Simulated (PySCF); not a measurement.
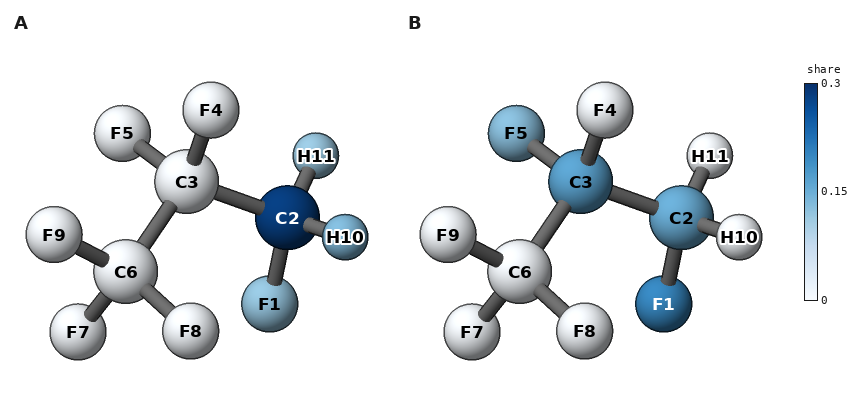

Each panel colours the atoms by their Löwdin share in one orbital (up to four of the largest shares; other atoms are shown as zero). The computed structure is the end point of a GFN2-xTB optimisation. No frequency run is at hand to confirm it as a minimum. Computed with CAM-B3LYP/def2-SVPD (PySCF 2.14.0).

> The panels show the HOMO, LUMO, in some order. Which is which?

A: LUMO, 1.12 eV; C2 0.28, H10 0.13, F1 0.12, H11 0.12
B: HOMO, −11.95 eV; F1 0.20, C3 0.16, C2 0.15, F5 0.13
